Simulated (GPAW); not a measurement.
Band structure of Tl (P6_3/mmc, 2 atoms in the cell).

```xyz
2
Lattice="3.5652 0.0000 0.0000 -1.7826 3.0875 0.0000 0.0000 0.0000 5.7561" Properties=species:S:1:pos:R:3 pbc="T T T"
Tl     0.0000     2.0584     1.4390
Tl     1.7826     1.0292     4.3171
```

Method: PBE, GPAW PAW datasets PBE (gpaw-data 1.0.1) (plane waves; GPAW).

Settings: mode = pw; ecut = 550 eV; xc = PBE; kpts = 9 9 5; mesh shift (steps) = 0 0 0; occupations.name = fermi-dirac; occupations.width = 0.05 eV; nbands = -6; convergence.density = 1e-05 e/electron; symmetry.symmorphic = false; symmetry.tolerance = 0.0005; maxiter = 100; bandpath_npoints = 40.

The starting cell comes from a database of computed structures (which also holds hypothetical and non-ambient phases and stackings), without a prior relaxation at this level. Its lattice was rescaled by a random factor within 2.5 % of one. Spin-orbit coupling is off.

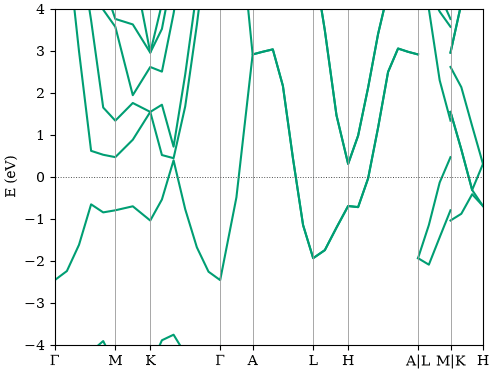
Fig. 1. Bands along the path, energies from the Fermi level.

Levels in eV from the Fermi level, bands 10 to 17:
```json
[
 {"point": "Γ", "10": "-11.06", "11": "-9.31", "12": "-5.15", "13": "-2.46", "14": "7.41", "15": "7.41", "16": "9.24", "17": "9.24"},
 {"point": "M", "10": "-11.02", "11": "-5.57", "12": "-4.49", "13": "-0.80", "14": "0.47", "15": "1.33", "16": "3.57", "17": "3.76"},
 {"point": "K", "10": "-11.06", "11": "-4.51", "12": "-4.51", "13": "-1.04", "14": "1.54", "15": "1.54", "16": "2.61", "17": "2.95"},
 {"point": "A", "10": "-11.15", "11": "-8.04", "12": "-8.04", "13": "2.91", "14": "2.91", "15": "8.28", "16": "8.28", "17": "8.28"},
 {"point": "L", "10": "-11.03", "11": "-4.68", "12": "-4.68", "13": "-1.94", "14": "-1.94", "15": "5.22", "16": "5.22", "17": "5.56"},
 {"point": "H", "10": "-11.05", "11": "-4.13", "12": "-4.13", "13": "-0.70", "14": "-0.70", "15": "0.31", "16": "0.31", "17": "6.94"}
]
```

Bands cross the Fermi level along this path, so the cell is metallic at this level.
